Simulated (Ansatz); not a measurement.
The starting structures come from a database of crystals and need not be the phases stable at ambient conditions.

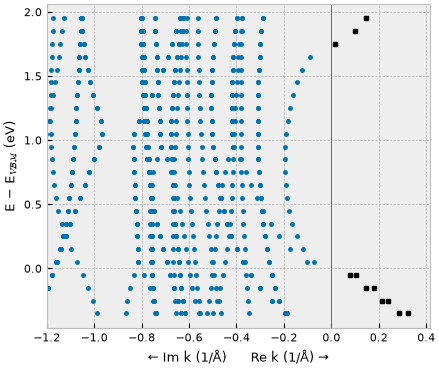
*Complex bands at the centre of the two-dimensional zone; r2SCAN run with Ansatz (a program for electronic structure)*

The gap is the functional's own, uncorrected, and κ follows it; spin-orbit coupling is left out. Mid-gap values are interpolated between the computed energies.

Question: This is LaAgSO (P4/nmm, not sure to be the ambient phase, 8 atoms a cell, 19.0 Å³ an atom) along the normal of (111). Read off the slowest decay at the centre of the two-dimensional zone at 0.85 eV, the computed energy nearest the middle of the gap.

Answer: κ ≈ 0.20 1/Å, a decay length 1/(2κ) of the density of 2.5 Å.
